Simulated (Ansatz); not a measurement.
One crystal and one scan (scan of one atom of the cell) at two levels, PBE (plane waves to 420 eV, PAW, scalar-relativistic; Ansatz, a first-principles code) and r2SCAN (plane waves to 500 eV, PAW, scalar-relativistic; Ansatz), each from its own relaxed cell and on its own mesh. The cell shown is that of PBE.

Relaxed HfN (rock salt):

```xyz
2
Lattice="0.0000 2.2740 2.2740 2.2740 0.0000 2.2740 2.2740 2.2740 0.0000" Properties=species:S:1:pos:R:3 pbc="T T T"
N      0.0000     0.0000     0.0000
Hf     2.2740     2.2740     2.2740
```

Scan: atom 1 (N, nearest neighbour Hf at 2.274 Å; its periodic images, 3.2 Å or more away, move with it) is displaced along Cartesian x, direction (1.000, 0.000, 0.000) in Cartesian axes, by s. The other atoms stay.

E stands for the smeared free energy. HfN is run without spin polarisation. HfN was relaxed with its symmetry unable to fall. Spin-orbit coupling is left out, though Hf is heavy. The PAW data are Ansatz's earlier set. (PBE) Left out: 2 of 11 points, with atoms too close for the PAW data. (r2SCAN) Left out: 2 of 11 points, with atoms too close for the PAW data. With partly filled bands, energies and forces of such displacements shift with the k mesh and the smearing. Percentages come from the unrounded values. Both scans cover s from -0.360 to 0.360 Å.

```
quantity                                                            PBE  r2SCAN     PBE − r2SCAN
----------------------------------------------------------------  -----  ------  ---------------
Lattice constant a (Å)                                            4.548   4.526  +0.022 (+0.5 %)
Energy at s = 0.360 Å (meV/cell)                                    788     829     -41 (-5.0 %)
Force along the line at s = -0.360 Å (eV/Å)                       4.904   5.127  -0.223 (-4.4 %)
Force constant k = d²E/ds² at s = 0 (finite differences) (eV/Å²)  10.88   11.49   -0.61 (-5.4 %)
Zone-centre optical wavenumber from k (cm⁻¹)                        477     491     -14 (-2.7 %)
```

PBE gives the higher value for: lattice constant a. PBE gives the lower value for: energy at s = 0.360 Å; force along the line at s = -0.360 Å; force constant k = d²E/ds² at s = 0; zone-centre optical wavenumber from k. Both give the same symmetry of the curve: even: the same for both signs. Neither level is exact: the differences show how much the result hangs on the functional.

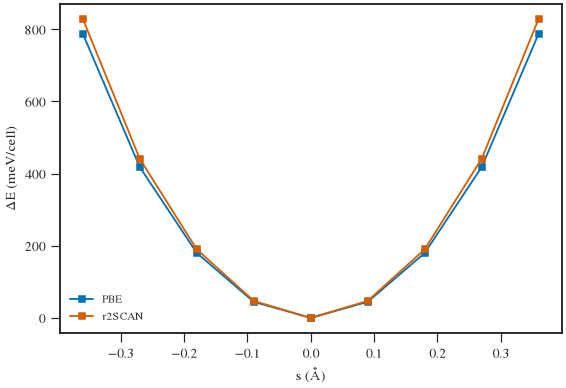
Figure: ΔE, each from the undisplaced structure of its own level.

(For displaced atoms, the force is minus the slope of the energy, and its curvature is a force constant, which sets phonon frequencies.)
